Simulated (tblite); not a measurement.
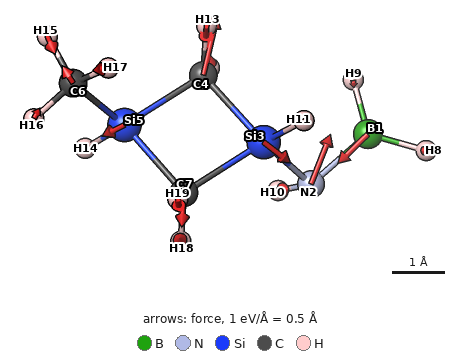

Starting geometry of C3H12BNSi2 with the computed forces as red arrows. The picture is a ball-and-stick view, seen at a tilt.

These are results of GFN2-xTB geometry optimisation, gas phase in tblite, not measurements. 

Is this structure relaxed? If not, where do the atoms go?

It isn't relaxed: the largest force vector, on a C atom, is 2.40 eV/Å. The final displacements have little in common with the starting forces (cosine between the two patterns 0.19). After 84 geometry steps the energy has fallen by 142.0 kJ/mol. The largest move after the best rigid fit is that of an H atom, 2.16 Å. By element the largest moves are H 2.16 Å, N 0.43 Å, B 0.38 Å, C 0.33 Å, Si 0.25 Å. Some distances before and after: B–N 1.538 → 1.391 Å, C–Si 1.856 → 1.921 Å, C–H 1.129 → 1.086 Å, N–Si 1.789 → 1.746 Å. Bond angles that change, for instance: B–N–Si 107.1° → 130.1°, B–N–H 107.0° → 116.5°, H–C–H 113.7° → 106.5°.
